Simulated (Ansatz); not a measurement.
# Profile along the Rh–F line in K2NaRhF6 (space group Fm-3m)

K$_{2}$NaRhF$_{6}$ (space group Fm-3m)

```yaml
crystal:
  lattice:
    - [0.00000, 4.17521, 4.17521]
    - [4.17521, 0.00000, 4.17521]
    - [4.17521, 4.17521, 0.00000]
  atoms:
    - { symbol: K, position: [0.75000, 0.75000, 0.75000] }
    - { symbol: K, position: [0.25000, 0.25000, 0.25000] }
    - { symbol: Na, position: [0.50000, 0.50000, 0.50000] }
    - { symbol: Rh, position: [0.00000, 0.00000, 0.00000] }
    - { symbol: F, position: [0.76387, 0.23613, 0.23613] }
    - { symbol: F, position: [0.23613, 0.76387, 0.76387] }
    - { symbol: F, position: [0.23613, 0.76387, 0.23613] }
    - { symbol: F, position: [0.76387, 0.23613, 0.76387] }
    - { symbol: F, position: [0.23613, 0.23613, 0.76387] }
    - { symbol: F, position: [0.76387, 0.76387, 0.23613] }
```

Fields along a shortest Rh–F line of a {110} plane (1.97 Å), from Rh to F, interpolated on the slice's grid (step about 0.3 Å). The numbers are results of PBEsol (plane waves to 420 eV, PAW, scalar-relativistic; Ansatz, a first-principles code), not measurements. k mesh 7×7×7. Near the nuclei the fields are pseudised (PAW); where an atom keeps semicore shells as valence, they peak there. K2NaRhF6 is run without spin polarisation and with no Hubbard U. K2NaRhF6 was relaxed with its symmetry unable to fall.

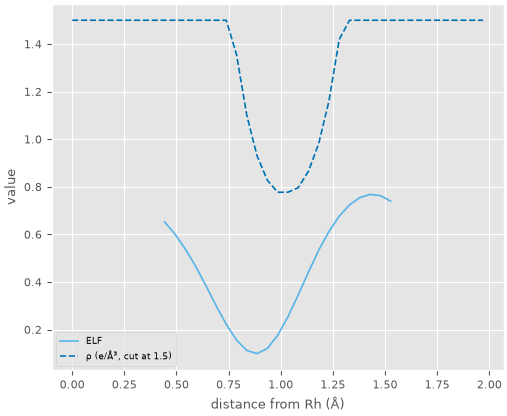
ELF (away from the nuclei) and valence density from Rh to F.

Density on the Rh–F line (1.97 Å) at its midpoint: 0.78 e/Å³. ELF at that point: 0.2.
